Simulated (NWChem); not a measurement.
# C2H6B (SMILES [CH2]BC): UM06-2X/6-311+G(d,p)

Aim: the vertical electron affinity of C2H6B at UM06-2X/6-311+G**, from 2 runs. 

The results are computed with NWChem 7.3.0.

## (1) The molecule

C2H6B: 9 atoms, total charge 0, spin state doublet. As SMILES, `[CH2]BC`. Geometry: relaxed at PBE0-D4/def2-TZVP. This is one conformer, not always the lowest.

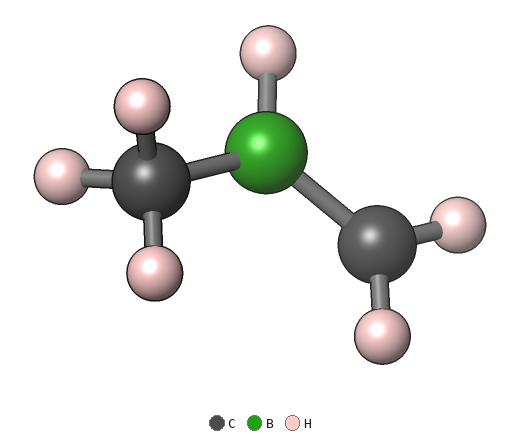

Viewed from a chosen angle; carbon dark grey, boron green, hydrogen pink.

## (2) Energy and gradient at UM06-2X/6-311+G(d,p)

File run.py:

```python
from ase import Atoms
from ase.calculators.nwchem import NWChem

atoms = Atoms('CBCHHHHHH', positions=[
    [-0.840100, 0.743300, -1.023500],
    [0.191800, 0.540800, 0.089100],
    [0.525000, -0.860100, 0.691800],
    [-1.406600, -0.078400, -1.457800],
    [-1.074500, 1.714900, -1.450600],
    [0.769100, 1.506600, 0.513000],
    [-0.036500, -1.695300, 0.267500],
    [1.596100, -1.069200, 0.576400],
    [0.364200, -0.849200, 1.777100],
])

calc = NWChem(
    label='sp',
    theory='dft',
    memory='2200 mb',
    basis='6-311+G**',
    basispar='spherical bse',
    dft={'xc': 'm06-2x', 'mult': '2', 'grid': 'fine', 'convergence': 'energy 1e-08', 'iterations': '100', 'mulliken': None},
)
atoms.calc = calc

forces = atoms.get_forces()
print("Total energy (eV):", round(atoms.get_potential_energy(), 6))
print("forces (eV/A):")
for s, f in zip(atoms.symbols, forces):
    print(f"{s:2s} {f[0]:10.5f} {f[1]:10.5f} {f[2]:10.5f}")
```

On the command line:

```sh
$ export ASE_NWCHEM_COMMAND="nwchem PREFIX.nwi > PREFIX.nwo"
$ python run.py
```

Output:

```text
Total energy (eV): -2845.819568
forces (eV/A):
C    -0.07148    0.00201   -0.07276
B     0.09518    0.27609    0.04844
C     0.05430   -0.15627    0.08120
H     0.02386    0.01743    0.02026
H     0.01337   -0.03126    0.01990
H    -0.08058   -0.12285   -0.06150
H     0.00309    0.01604    0.00195
H    -0.02299    0.00010   -0.01399
H    -0.01486   -0.00129   -0.02345
```

The calculator wrote sp.nwi:

```
title "sp"

permanent_dir sp

scratch_dir sp

start sp

geometry units angstrom nocenter noautosym noautoz
  C  -8.4009999999999996e-01 7.4329999999999996e-01 -1.0235000000000001e+00
  B  1.9180000000000000e-01 5.4079999999999995e-01 8.9099999999999999e-02
  C  5.2500000000000002e-01 -8.6009999999999998e-01 6.9179999999999997e-01
  H  -1.4066000000000001e+00 -7.8399999999999997e-02 -1.4578000000000000e+00
  H  -1.0745000000000000e+00 1.7149000000000001e+00 -1.4505999999999999e+00
  H  7.6910000000000001e-01 1.5065999999999999e+00 5.1300000000000001e-01
  H  -3.6499999999999998e-02 -1.6953000000000000e+00 2.6750000000000002e-01
  H  1.5961000000000001e+00 -1.0691999999999999e+00 5.7640000000000002e-01
  H  3.6420000000000002e-01 -8.4919999999999995e-01 1.7770999999999999e+00
end

memory 2200 mb

basis spherical bse noprint
   * library 6-311+G**
end

dft
  xc m06-2x
  mult 2
  grid fine
  convergence energy 1e-08
  iterations 100
  mulliken
end

task dft gradient
```

sp.nwo, shortened:

```text
[...]
         Total DFT energy =     -104.581941006837
[...]
  wavefunction    = open shell
                         DFT ENERGY GRADIENTS
    atom               coordinates                        gradient
                 x          y          z           x          y          z
   1 C      -1.587559   1.404633  -1.934135    0.001390  -0.000039   0.001415
   2 B       0.362449   1.021964   0.168375   -0.001851  -0.005369  -0.000942
   3 C       0.992106  -1.625353   1.307312   -0.001056   0.003039  -0.001579
[... 5 lines of this table left out ...]
   9 H       0.688238  -1.604755   3.358232    0.000289   0.000025   0.000456
[...]
```

It took 31 s on 1 thread of AMD EPYC 9R45 (Zen 5), shared host; peak memory 0.12 GiB.

## (3) The singlet anion: a single-point energy at M06-2X/6-311+G(d,p)

File test.nw:

```
start test
title "C2H6B"
memory total 2200 mb
charge -1
geometry noautosym nocenter noautoz
  C     -0.840100     0.743300    -1.023500
  B      0.191800     0.540800     0.089100
  C      0.525000    -0.860100     0.691800
  H     -1.406600    -0.078400    -1.457800
  H     -1.074500     1.714900    -1.450600
  H      0.769100     1.506600     0.513000
  H     -0.036500    -1.695300     0.267500
  H      1.596100    -1.069200     0.576400
  H      0.364200    -0.849200     1.777100
end
basis spherical bse
  * library 6-311+G**
end
dft
  xc m06-2x
  mult 1
  grid fine
  convergence energy 1e-08
  iterations 100
  mulliken
  noprint "final vectors analysis"
end
task dft
```

On the command line:

```sh
$ nwchem test.nw > test.out
```

Output:

```text
[...]
          Wavefunction type:  closed shell.
          No. of atoms     :     9
          No. of electrons :    24
[...]
          Charge           :    -1
          Spin multiplicity:     1
[...]
          AO basis - number of functions:   102
[...]
              XC Information
              --------------
                       M06-2X Method XC Functional
                     Hartree-Fock (Exact) Exchange  0.540
                        M06-2X Exchange Functional  1.000
                      M06-2X Correlation Potential  1.000
[...]
 d= 0,ls=0.0,diis     1   -104.5621207321 -1.65D+02  7.69D-03  6.53D-01     1.8
[...]
 d= 0,ls=0.0,diis    10   -104.6352536618 -9.89D-09  2.37D-06  5.21D-09    15.2
         Total DFT energy =     -104.635253661818
      One electron energy =     -264.031704865127
           Coulomb energy =      116.000386155031
    Exchange-Corr. energy =      -17.264785761560
 Nuclear repulsion energy =       60.660850809838
[...]
      Total Density - Mulliken Population Analysis
     ---------------------------------------------
    Atom       Charge   Shell Charges
 -----------   ------   -------------------------------------------------------
    1 C    6     6.82   1.11  0.89  0.61  0.74  1.43  0.58  1.20 -0.03  0.28  0.02
    2 B    5     4.93   1.13  0.86  0.48  0.62  0.98  0.25  0.41  0.04  0.09  0.07
    3 C    6     6.60   1.11  0.89  0.64  0.73  1.54  0.55  1.10 -0.00  0.02  0.04
    4 H    1     0.94   0.28  0.48  0.16  0.02
    5 H    1     0.93   0.28  0.48  0.15  0.02
    6 H    1     1.11   0.27  0.55  0.29  0.01
    7 H    1     0.88   0.28  0.46  0.12  0.02
    8 H    1     0.90   0.27  0.47  0.13  0.02
    9 H    1     0.90   0.27  0.47  0.13  0.02
[...]
```

Run time: 16 s. Hardware: 1 thread of AMD EPYC 9R45 (Zen 5), shared host; peak memory 0.12 GiB.

## (4) Outcome

At UM06-2X/6-311+G**:

| quantity | value |
| --- | --- |
| doublet C2H6B: total energy | -104.58194 Eh |
| doublet C2H6B: dipole moment | 0.76 D |
| doublet C2H6B: HOMO energy (highest over α and β) | -8.60 eV |
| doublet C2H6B: LUMO energy (lowest over α and β) | -2.57 eV |
| doublet C2H6B: ⟨S²⟩ | 0.753 |
| doublet C2H6B: largest force on an atom | 0.296 eV/Å |
| singlet anion: total energy | -104.63525 Eh |
| vertical electron affinity (to the singlet anion) | 1.451 eV |

In words: At fixed nuclei the extra electron is bound by 1.45 eV (33 kcal/mol). The largest force (doublet C2H6B) is 0.30 eV/Å: the shape isn't a stationary point for this species at this level.
